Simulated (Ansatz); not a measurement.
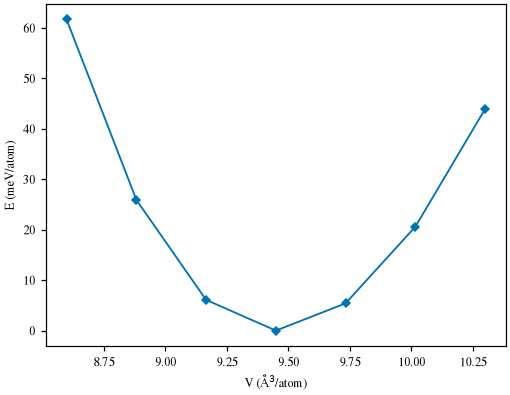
Fig. 1. MgTiNO in space group P4/nmm (No. 129; Pearson symbol tP16) under volume change, r²SCAN (plane waves, PAW; program Ansatz), shape and atoms relaxed at each volume.

Problem. What does a third-order Birch–Murnaghan fit give for V₀, B₀ and B′?

Solution. V₀ = 9.45 Å³/atom, B₀ = 216 GPa, B′ = 4.6.

The start of the workflow was typed in or built on a structure type; neither database checked (COD, Materials Project) lists it. Its standing as an ambient phase is unchecked. The cell was relaxed with r²SCAN under the symmetry of its start; whether a distortion lowers the energy is not shown. The workflow began spin-polarised and lost its moments.

Potentials: the earlier of the program's two PAW sets.
